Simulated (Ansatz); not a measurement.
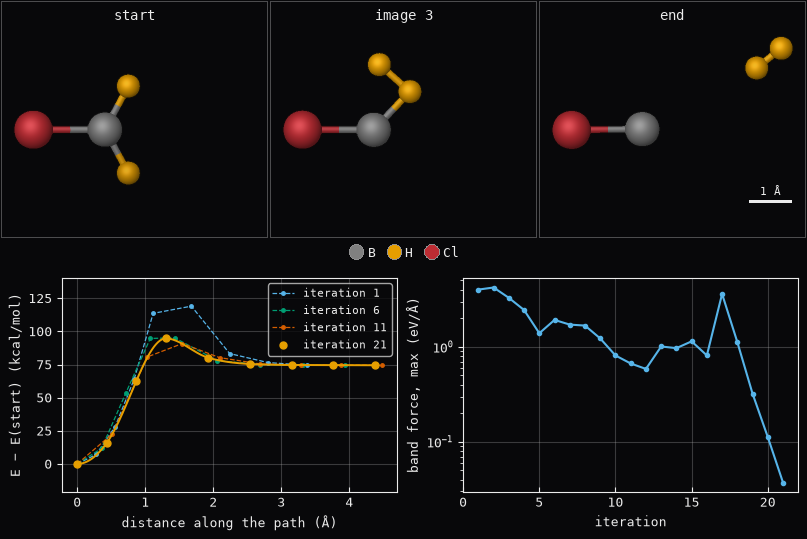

A nudged-elastic-band calculation for BH$_{2}$Cl. Images are numbered from 0 (start) to 8 (end). The plot follows the band through its iterations. Style: ball-and-stick. Shown face on.

All numbers below come from RKS PBE0/def2-SVP in Ansatz. Settings: 7 movable images; climbing image; force threshold 0.05 eV/Å; iteration limit 60; starting path through a guess of the saddle point.

Judge this run.

Answer. The result is final at these settings. The band converged in 21 iterations. The largest component of the band force went from 4 to 0.037 eV/Å. The climbing image converged on the top of the path. Its vibrational analysis gives one imaginary mode (1190i cm⁻¹), as a transition state must have. The first iteration put the highest image at 119.1 kcal/mol. Forward barrier 94.7 kcal/mol, backward barrier 20.2 kcal/mol, with image 3 at the top; the reaction energy is +74.5 kcal/mol.
